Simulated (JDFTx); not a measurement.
TiB2(1 0 -1 0) slab cut from bulk TiB2 (space group P6/mmm, indices of the conventional cell, lattice of the Materials Project entry mp-1145, not re-optimised): 12 atoms in 12 planes, a 1x1 cell of 9.77 Å² (|a| = 3.026, |b| = 3.229 Å), 9.5 Å between the outermost planes, B outermost, slab composition Ti4B8, cell height 25.6 Å, 8×6×1 k mesh, Fermi smearing 0.01 Ha, no spin polarisation. Whether this polymorph is the ambient one wasn't checked. Neither spin polarisation nor a larger cell was tried.

Method: PBE, GBRV ultrasoft potentials, plane waves to 20/100 Ha, in JDFTx (a modified build). Liquid on both sides: CANDLE, water, 0.5 M NaCl; nuclei fixed, outer atoms relaxed in vacuum. Potentials refer to SHE, placed 4.44 V below the bulk liquid's zero by convention. The surface is an ideal bare cut with both faces alike: no reconstruction, overlayer or explicit solvent molecules. At negative charge CANDLE's numbers also depend on the cell height, by up to tenths of a volt.

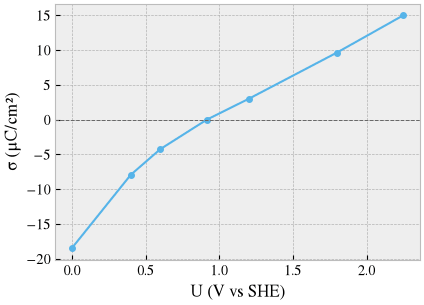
Figure. Surface charge density of TiB2(1 0 -1 0) against potential

Problem. Read off the potential of zero charge and the mean capacitance σ/(U − U_pzc) at the computed point just above it.

Solution. U_pzc ≈ 0.9 V. At 1.20 V it is about 11 μF/cm².
